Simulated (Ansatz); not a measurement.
**Run report: C3H8Si2, geometry relaxation (part 2 of 2)**

C3H8Si2; RKS PBE0-D4/6-31G* (Ansatz 0.2.0). It belongs to a series of runs on one base structure; here: end point A relaxed.

Geometry of the input (Å):
```
C  -1.8190  0.5019  0.7709
C  -0.5122  0.0118  0.1834
C  -0.1315  -1.2430  -0.1544
Si 1.7567  -0.9868  -0.7674
Si 1.0581  1.0632  -0.2652
H  -1.7032  1.0534  1.7215
H  -2.2876  1.2679  0.0701
H  -2.5314  -0.2622  0.8979
H  -0.6341  -2.1739  -0.0299
H  1.8130  -1.3488  -2.1815
H  2.6601  -1.6709  0.1451
H  1.6406  1.7061  0.9958
H  0.7110  2.0467  -1.3714
```

Trajectory as extended XYZ (Å, eV, eV/Å), 9 frames, from step=1 to step=9:
```
13
Properties=species:S:1:pos:R:3:forces:R:3 step=1 energy=-18983.83551
C    -1.8190    0.5019    0.7709    0.7110   1.9443  -1.1654
C    -0.5122    0.0118    0.1834    0.1642   0.6636   0.2157
C    -0.1315   -1.2430   -0.1544    2.4281   1.0795  -0.3855
Si    1.7567   -0.9868   -0.7674   -2.2904  -1.1684   0.2628
Si    1.0581    1.0632   -0.2652   -1.4351   1.1633   0.8805
H    -1.7032    1.0534    1.7215    0.2282  -0.3030  -0.1846
H    -2.2876    1.2679    0.0701    0.5237  -0.7981   0.6219
H    -2.5314   -0.2622    0.8979   -1.0201  -1.2922   0.2819
H    -0.6341   -2.1739   -0.0299   -0.8745  -0.6424   0.1430
H     1.8130   -1.3488   -2.1815    0.5465  -0.2474  -0.5342
H     2.6601   -1.6709    0.1451    0.7314  -0.3354   0.1321
H     1.6406    1.7061    0.9958   -0.1271   0.0268  -0.6800
H     0.7110    2.0467   -1.3714    0.4139  -0.0906   0.4118
13
Properties=species:S:1:pos:R:3:forces:R:3 step=2 energy=-18984.28155
C    -1.8394    0.4932    0.7601    0.1574   0.4867  -0.3534
C    -0.5163    0.0307    0.2245   -0.0492   0.3355   0.0744
C    -0.1295   -1.2324   -0.0748    0.8261  -0.1970  -0.8635
Si    1.6690   -1.0591   -0.7688   -0.5276  -0.0564   0.3888
Si    1.0082    1.0906   -0.2226    0.0642   0.3736   0.1157
H    -1.7038    1.0347    1.7073   -0.0148  -0.0836  -0.0433
H    -2.3053    1.2191    0.0594    0.1917  -0.2933   0.2514
H    -2.5400   -0.3204    0.9164   -0.2060  -0.3027   0.0771
H    -0.7513   -2.1352   -0.0531   -0.0978   0.2527   0.3099
H     1.9201   -1.4210   -2.1982   -0.1183  -0.0345   0.0549
H     2.7348   -1.7040    0.0522    0.0000  -0.0573  -0.0116
H     1.6489    1.8442    0.9184   -0.1252  -0.1951  -0.1354
H     0.8251    2.1250   -1.3060   -0.1004  -0.2287   0.1353
13
Properties=species:S:1:pos:R:3:forces:R:3 step=3 energy=-18984.11594 accepted=F
C    -1.7630    0.4338    0.7518    0.2445   0.3324   0.0786
C    -0.4085    0.0774    0.1958   -0.9996  -1.9747  -0.4090
C    -0.1199   -1.2339   -0.2097   -0.6357   2.6449   1.0700
Si    1.6359   -1.0227   -0.7103    0.4339  -0.5825  -0.5801
Si    1.0625    1.1949   -0.2480   -0.1286  -0.5726   0.2082
H    -1.6535    0.9706    1.7023   -0.0714   0.0689   0.0016
H    -2.2804    1.1085    0.0600   -0.0649   0.1034   0.0261
H    -2.4177   -0.4292    0.9303    0.1966  -0.0622  -0.0951
H    -0.8948   -2.0001   -0.0861    0.4396  -0.0700  -0.1448
H     1.8587   -1.4746   -2.1123    0.2829   0.0734  -0.1369
H     2.5891   -1.7779    0.1517    0.1915   0.1110   0.0334
H     1.6561    1.9283    0.9056    0.0521   0.0089   0.0032
H     0.7560    2.1903   -1.3162    0.0591  -0.0810  -0.0554
13
Properties=species:S:1:pos:R:3:forces:R:3 step=4 energy=-18984.34812
C    -1.8250    0.4852    0.7457    0.0811  -0.0549  -0.0063
C    -0.4976    0.0627    0.1936   -0.1131  -0.0732  -0.0182
C    -0.1180   -1.1995   -0.1434   -0.1128  -0.1797   0.3107
Si    1.6538   -1.0551   -0.7636    0.0928   0.0169  -0.0053
Si    1.0223    1.1158   -0.2170    0.0494   0.0590  -0.1537
H    -1.6995    1.0026    1.7056   -0.0016  -0.0201  -0.0037
H    -2.3060    1.2038    0.0692   -0.0036  -0.0176   0.0051
H    -2.5085   -0.3597    0.8937    0.0395   0.0014  -0.0126
H    -0.7600   -2.0802    0.0257    0.1103   0.2866  -0.1796
H     1.9057   -1.4398   -2.1873   -0.0560   0.0172   0.0464
H     2.7047   -1.7284    0.0608   -0.0660  -0.0176  -0.0020
H     1.6479    1.8379    0.9338   -0.0335  -0.0391  -0.0010
H     0.8006    2.1203   -1.3019    0.0135   0.0209   0.0203
13
Properties=species:S:1:pos:R:3:forces:R:3 step=5 energy=-18984.35064
C    -1.8227    0.4827    0.7440   -0.0105  -0.0202   0.0254
C    -0.4959    0.0661    0.1938    0.0143  -0.0106  -0.0433
C    -0.1102   -1.1941   -0.1379   -0.0527  -0.1440   0.2103
Si    1.6602   -1.0623   -0.7635   -0.0515   0.2599   0.0752
Si    1.0214    1.1306   -0.2179    0.0619  -0.2380  -0.1600
H    -1.7014    0.9984    1.7055    0.0072  -0.0242  -0.0033
H    -2.3078    1.2020    0.0712    0.0024  -0.0202  -0.0040
H    -2.5042   -0.3643    0.8902    0.0419  -0.0006  -0.0144
H    -0.7505   -2.0733    0.0174    0.0261   0.1848  -0.1106
H     1.8940   -1.4578   -2.1837   -0.0266   0.0157  -0.0116
H     2.6991   -1.7482    0.0596   -0.0099  -0.0173   0.0229
H     1.6406    1.8499    0.9354   -0.0110  -0.0169   0.0199
H     0.7980    2.1357   -1.2993    0.0082   0.0316  -0.0064
13
Properties=species:S:1:pos:R:3:forces:R:3 step=6 energy=-18984.35163
C    -1.8112    0.4646    0.7471   -0.1384   0.1666   0.0271
C    -0.4851    0.0837    0.1859   -0.1005   0.3247   0.0937
C    -0.1211   -1.1768   -0.1293    0.2938  -0.3153  -0.1905
Si    1.6542   -1.0512   -0.7445   -0.0618  -0.0571  -0.0216
Si    1.0370    1.1376   -0.2424   -0.0532  -0.0729   0.0604
H    -1.6947    0.9633    1.7175   -0.0167  -0.0504   0.0373
H    -2.3238    1.1873    0.0993   -0.0037  -0.0224  -0.0328
H    -2.4598   -0.4108    0.8720   -0.0167   0.0517   0.0394
H    -0.7990   -2.0256   -0.0090    0.0357  -0.0342   0.0136
H     1.8874   -1.4517   -2.1635    0.0123  -0.0051  -0.0086
H     2.6695   -1.7542    0.0946    0.0231   0.0223  -0.0038
H     1.6503    1.8578    0.9138    0.0112   0.0056  -0.0023
H     0.8169    2.1414   -1.3264    0.0150  -0.0136  -0.0119
13
Properties=species:S:1:pos:R:3:forces:R:3 step=7 energy=-18984.35896
C    -1.8248    0.4773    0.7451    0.0335  -0.0088  -0.0134
C    -0.4937    0.0763    0.1939    0.0277  -0.0004  -0.0098
C    -0.1080   -1.1875   -0.1216   -0.0288   0.0314   0.0216
Si    1.6578   -1.0524   -0.7528    0.0071   0.0026   0.0028
Si    1.0307    1.1261   -0.2312   -0.0198  -0.0074  -0.0039
H    -1.7089    0.9772    1.7154   -0.0052  -0.0097  -0.0068
H    -2.3197    1.1977    0.0813   -0.0001  -0.0087   0.0039
H    -2.4880   -0.3854    0.8764   -0.0092   0.0114   0.0056
H    -0.7689   -2.0482    0.0078   -0.0049  -0.0204  -0.0056
H     1.8770   -1.4471   -2.1763   -0.0033   0.0014   0.0042
H     2.6960   -1.7410    0.0699    0.0016  -0.0057  -0.0003
H     1.6488    1.8428    0.9249    0.0034   0.0025   0.0003
H     0.8224    2.1297   -1.3179   -0.0020   0.0119   0.0014
13
Properties=species:S:1:pos:R:3:forces:R:3 step=8 energy=-18984.35907
C    -1.8233    0.4765    0.7430   -0.0065   0.0166   0.0034
C    -0.4925    0.0759    0.1936   -0.0113  -0.0215   0.0052
C    -0.1080   -1.1882   -0.1188    0.0153  -0.0078  -0.0064
Si    1.6577   -1.0522   -0.7519   -0.0010  -0.0012  -0.0004
Si    1.0297    1.1269   -0.2315    0.0020  -0.0007  -0.0028
H    -1.7075    0.9770    1.7128   -0.0063   0.0023   0.0001
H    -2.3168    1.1967    0.0782   -0.0044   0.0031   0.0034
H    -2.4910   -0.3827    0.8763    0.0146  -0.0002  -0.0051
H    -0.7669   -2.0513    0.0098   -0.0025   0.0090   0.0019
H     1.8734   -1.4473   -2.1756   -0.0002   0.0008   0.0005
H     2.6970   -1.7422    0.0684    0.0024  -0.0004  -0.0005
H     1.6500    1.8416    0.9249   -0.0021  -0.0005   0.0000
H     0.8189    2.1349   -1.3142   -0.0001   0.0006   0.0009
13
Properties=species:S:1:pos:R:3:forces:R:3 step=9 energy=-18984.35912
C    -1.8235    0.4775    0.7423    0.0002   0.0018   0.0003
C    -0.4924    0.0755    0.1943    0.0011  -0.0019  -0.0007
C    -0.1070   -1.1887   -0.1170   -0.0001  -0.0002   0.0000
Si    1.6579   -1.0527   -0.7520    0.0008   0.0010   0.0002
Si    1.0297    1.1263   -0.2312    0.0022   0.0022  -0.0008
H    -1.7098    0.9781    1.7121    0.0000   0.0005   0.0021
H    -2.3172    1.1971    0.0771   -0.0006   0.0008  -0.0019
H    -2.4894   -0.3829    0.8744   -0.0031  -0.0030   0.0008
H    -0.7665   -2.0509    0.0127   -0.0009  -0.0010   0.0004
H     1.8712   -1.4468   -2.1763   -0.0005  -0.0002   0.0001
H     2.6992   -1.7427    0.0660    0.0002  -0.0002  -0.0004
H     1.6493    1.8405    0.9258    0.0005   0.0000   0.0003
H     0.8188    2.1352   -1.3131    0.0004   0.0003  -0.0004
```

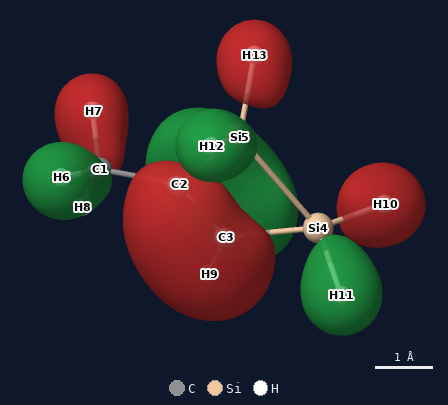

**Figure 1.** One frontier orbital at ±0.08 Å⁻³ᐟ² (green and red are the two phases), seen at an oblique angle. The HOMO, at −7.46 eV.

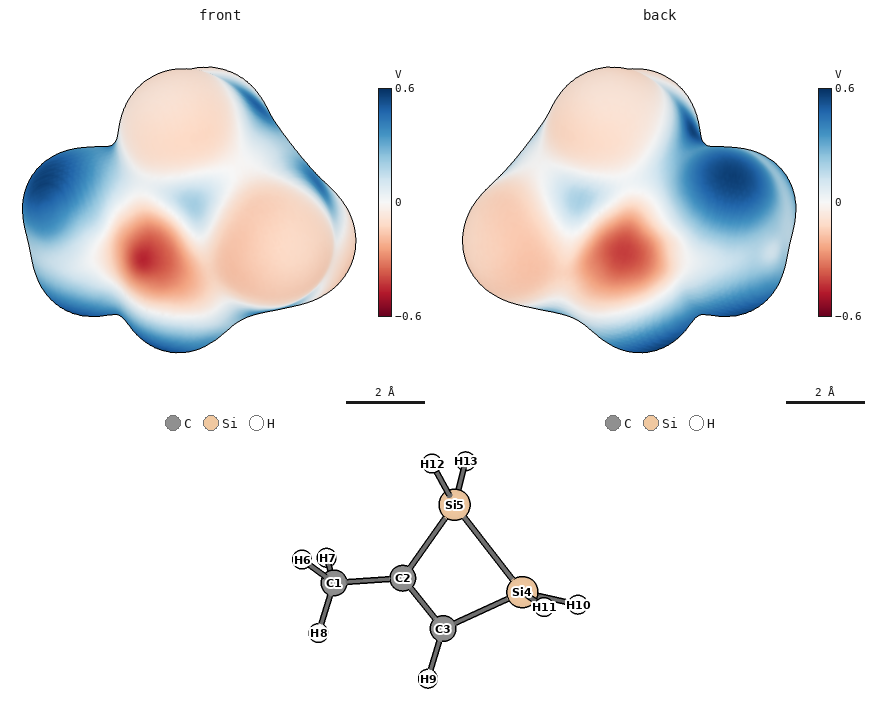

**Figure 2.** The electrostatic potential painted on the density surface at 0.001 e/bohr³, seen at a tilt and from behind; the colour scale runs from red (negative) to blue (positive). The bare structure is drawn below in the same view. A positive charge is drawn to the negative regions and a negative charge to the positive ones.

Summary:

- outcome: converged
- total energy: −18984.3591 eV
- mean-field energy: −18984.0781 eV
- largest force (length of the vector) at the end: 0.004 eV/Å
- wall time: 18 s (CPU time 35 s)
- peak memory: 0.24 GiB
